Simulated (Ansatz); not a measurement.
# Ta3Ti: from a guess to a relaxed structure, part 2 of 2

The task: take a trial cell of Ta3Ti to zero force and stress.

Ansatz 0.2.0; DFT PBE, scalar-relativistic, plane waves, PAW. Earlier steps stand in the parts before.

### Step 5. Final relaxation

The end of the coarse run is made exact in the group found at a tolerance of 0.06 Å and reduced to its primitive cell.

The input, input.yaml:

```yaml
crystal:
  lattice:
    - [-2.7160283647, 2.7160283647, 2.7160283647]
    - [2.7160283647, -2.7160283647, 2.7160283647]
    - [2.7160283647, 2.7160283647, -2.7160283647]
  atoms:
    - { symbol: Ti, position: [0.0, 0.0, 0.0] }
    - { symbol: Ta, position: [0.0, 0.5, 0.5] }
    - { symbol: Ta, position: [0.5, 0.0, 0.5] }
    - { symbol: Ta, position: [0.5, 0.5, 0.0] }
basis:
  ecutwfc: 420
kpoints:
  mp_grid: { grid: [12, 12, 12] }
hamiltonian:
  xc: pbe
scf:
  occupations: { method: gaussian, width: 0.1 }
output:
  forces: true
  stress: true
  eigenvalues: true
  write_density: true
  write_potential: true
  elf: true
  volumetric_format: npy
relax:
  adjacent_minimum: "off"
  f_tol: 0.01
  max_steps: 80
  cell: { stress_tol: 0.05 }
```

The run is started by

```sh
> ansatz run input.yaml --threads 1 --pin off --max-ram 2560MiB --backend cpu --events-out ev --progress --plain --runs-dir out
```

What it wrote, shortened:

```text
Warning: RAYON_NUM_THREADS=1 ignored (pool sized by the plan → 1); use --threads N
[...]
Pseudopotentials: kind: paw
Pseudopotential: Ti, paw, valence charge 12, recommended cutoff 420 eV (normal), Ti.paw.azcp
Pseudopotential: Ta, paw, valence charge 13, recommended cutoff 420 eV (normal), Ta.paw.azcp
Functional definition: PBE
[...]
Crystal: 4 atoms, lattice volume = 80.143 Å³
Basis set: ecut = 420 eV, 1553 PW (Γ), exchange–correlation on 64×64×64 points (8 copies of the dense FFT grid, shifted against one another)
Bands: 31, of which v1, the nominal top of the filled ones, is band 26 counted from 1 (25 counted from 0)
Symmetry: 48 space group operations
Space group: Im-3m (ITA 229), of the structure as read, at distance tolerance 4.3e-5 Å
k-points: 72 of 1728
[...]
SCF iter   1: F=—  HF=-32292.103494 eV  |F-HF|=—  |Δ(HF+E_count)|=         —  Δρ=7.19e-3  dr2=8.20e-2  ethr=1.77e-3  ⟨swp⟩=4.3  Hψ=8872  notcnv=0
[...]
  atom   4  Ta     0.00000000     0.00000000     0.00000000
[...]
--- Stress (GPa, compression-positive) ---
       -0.002715       0.000000       0.000000
        0.000000      -0.002715      -0.000000
        0.000000       0.000000      -0.002715
  P = ⅓ Tr σ = -0.0027 GPa (-0.027 kbar)
--- Band table (eV; the first three rows and the last of 72) ---
[...]
--- Relaxed structure (3 steps of the walk, 2 accepted, 1 SCFs on fresh bases) ---
  F+E_penalty+E_count = -32292.09466191 eV   max|allowed force component| = 1.237e-29 eV/Å   (the final SCF, on the basis selected at the relaxed cell)
  cell:  # Å, volume = 80.4456 Å³
    - [-2.719447698044408, 2.719447698044408, 2.719447698044408]
    - [2.719447698044408, -2.719447698044408, 2.719447698044408]
    - [2.719447698044408, 2.719447698044408, -2.719447698044408]
  atoms:
    - { symbol: Ti, position: [-1.071508973037194e-46, -7.413229791514383e-46, -8.598943482680934e-46] }
    - { symbol: Ta, position: [-2.3236562574885733e-36, 0.5, 0.5] }
    - { symbol: Ta, position: [0.5, 1.1153550035623836e-35, 0.5] }
    - { symbol: Ta, position: [0.5, 0.5, 8.829893778379124e-36] }
```

Run time: 51 s. Hardware: 1 thread of Arm Neoverse V1, shared host; peak memory 0.45 GiB.

The steps of the relaxation:

```
step  E - E(step 1) (eV/cell)  largest force component (eV/Å)  pressure (GPa)  volume (Å³)
   1                   0.0000                          0.0000            0.48        80.14
   2                   0.0007                          0.0000           -0.69        80.89
   3                  -0.0004                          0.0000            0.00        80.45
   4                  -0.0004                          0.0000            0.00        80.45
```

Step 1 is the start. Step 4 repeats the geometry before it on a plane-wave basis chosen anew for that cell, so its energy need not be comparable with the rows above. Step 2 was tried and not accepted.

Lengths and angles in the start's conventional setting:

|  | before | after | change |
| --- | --- | --- | --- |
| a (Å) | 5.432 | 5.439 | +0.1 % |
| b (Å) | 5.432 | 5.439 | +0.1 % |
| c (Å) | 5.432 | 5.439 | +0.1 % |
| volume (Å³/atom) | 20.04 | 20.11 | +0.4 % |
| shortest distance (Å) | 2.716 | 2.719 | +0.1 % |
| space group (0.01 Å) | Im-3m | Im-3m | same |

Forces and stress were held to the start's 48 operations: a distortion of lower symmetry was not tested.

Axes a, b and c in the maps are those of this run's conventional cell (a, b, c = 5.439, 5.439, 5.439 Å).

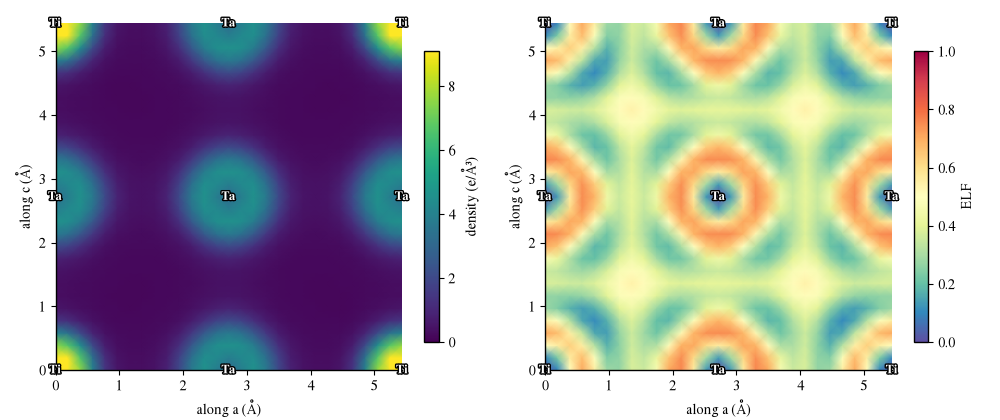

Density (left) and ELF (right) in a lattice plane of the grid's cell (edges 5.44 and 5.44 Å, at 0.000 of the third edge), which holds Ti and Ta. Only atoms in the plane are labelled; the density scale stops at 9.09 e/Å³. Both are smooth fields of the valence electrons: close to the nuclei they are not physical.

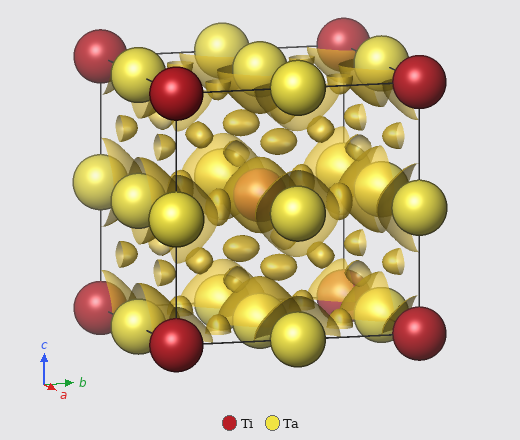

Surface of ELF = 0.48, drawn in one cell.

The highest ELF values outside the cores: 0.54 between the atoms, 1.9 Å from Ta.

### Step 6. Changed: xc_grid 2, occupations.width 0.01

The input, input.yaml:

```yaml
crystal:
  lattice:
    - [-2.719447698, 2.719447698, 2.719447698]
    - [2.719447698, -2.719447698, 2.719447698]
    - [2.719447698, 2.719447698, -2.719447698]
  atoms:
    - { symbol: Ti, position: [0.0, 0.0, 0.0] }
    - { symbol: Ta, position: [0.0, 0.5, 0.5] }
    - { symbol: Ta, position: [0.5, 0.0, 0.5] }
    - { symbol: Ta, position: [0.5, 0.5, 0.0] }
basis:
  ecutwfc: 420
  xc_grid: 2
kpoints:
  mp_grid: { grid: [12, 12, 12] }
hamiltonian:
  xc: pbe
scf:
  occupations: { method: gaussian, width: 0.01 }
output:
  forces: true
  eigenvalues: true
  stress: true
```

The run is started by

```sh
> ansatz run input.yaml --threads 1 --pin off --max-ram 2560MiB --backend cpu --events-out ev --progress --plain --runs-dir out
```

What it wrote, shortened:

```text
Warning: RAYON_NUM_THREADS=1 ignored (pool sized by the plan → 1); use --threads N
[...]
[... 4 set-up lines as earlier in the session ...]
[...]
Crystal: 4 atoms, lattice volume = 80.446 Å³
Basis set: ecut = 420 eV, 1553 PW (Γ), exchange–correlation on 64×64×64 points (8 copies of the dense FFT grid, shifted against one another)
Bands: 31, of which v1, the nominal top of the filled ones, is band 26 counted from 1 (25 counted from 0)
[... 2 set-up lines as earlier in the session ...]
k-points: 72 of 1728
[...]
SCF iter   1: F=—  HF=-32292.089964 eV  |F-HF|=—  |Δ(HF+E_count)|=         —  Δρ=7.14e-3  dr2=8.02e-2  ethr=1.77e-3  ⟨swp⟩=5.4  Hψ=9265  notcnv=0
[...]
SCF iter   6: F=-32292.081137 eV  HF=-32292.081137 eV  |F-HF|=4.83e-9  |Δ(HF+E_count)|=   7.01e-8  Δρ=4.25e-6  dr2=1.56e-8  ethr=1.96e-10  ⟨swp⟩=8.2  Hψ=8661  notcnv=0
[...]
SCF converged after 6 iterations
Free energy (F): -32292.081137 eV
[...]
E sigma→0 (E₀):  -32292.081013 eV
Entropy (-TS):   -0.000247 eV (-0.062 meV/atom)
Fermi energy:    15.016942 eV
[...]
--- Forces (eV/Å), atoms counted from 1 ---
  atom   1  Ti    -0.00000000     0.00000000     0.00000000
  atom   2  Ta     0.00000000    -0.00000000     0.00000000
  atom   3  Ta     0.00000000     0.00000000    -0.00000000
  atom   4  Ta     0.00000000    -0.00000000     0.00000000
[...]
--- Stress (GPa, compression-positive) ---
       -0.007173      -0.000000       0.000000
        0.000000      -0.007173       0.000000
        0.000000       0.000000      -0.007173
  P = ⅓ Tr σ = -0.0072 GPa (-0.072 kbar)
--- Band table (eV; the first three rows and the last of 72) ---
[...]
```

It took 9.7 s on 1 thread of Arm Neoverse V1, shared host; peak memory 0.42 GiB.

```
    run     ending        energy change  pressure (GPa)  gap (eV)  force (eV/Å)  cycles   time
 step 5  converged                    0             0.0      0.00          0.00       -   51 s
variant  converged  -0.4 meV/atom (σ→0)             0.0      0.00          0.00       6  9.7 s
```

Changing the smearing leaves the energy as it was (-0.4 meV/atom).

### Step 7. Results

What follows sums up all 2 parts. Changes of volume or cell count from the first structure of part 1.

```
                              quantity                                                                      value
symmetry at the end (tolerance 0.05 Å)                                                space group Im-3m (No. 229)
                     conventional cell  a = 5.439 Å, b = 5.439 Å, c = 5.439 Å, α = 90.00°, β = 90.00°, γ = 90.00°
                                volume                                                              20.11 Å³/atom
              energy over the elements                                                              +1.08 eV/atom
                       gap on the mesh                                                               none (metal)
```

The space group Im-3m (No. 229) is kept, and the volume per atom grows by 3.1 % from the first guess. The formation energy is positive, so the separate elements lie lower. No finished test with a distortion of lower symmetry is shown, so the end may be a saddle point. The runs treat Ta without spin-orbit coupling. Other magnetic orders were not searched.
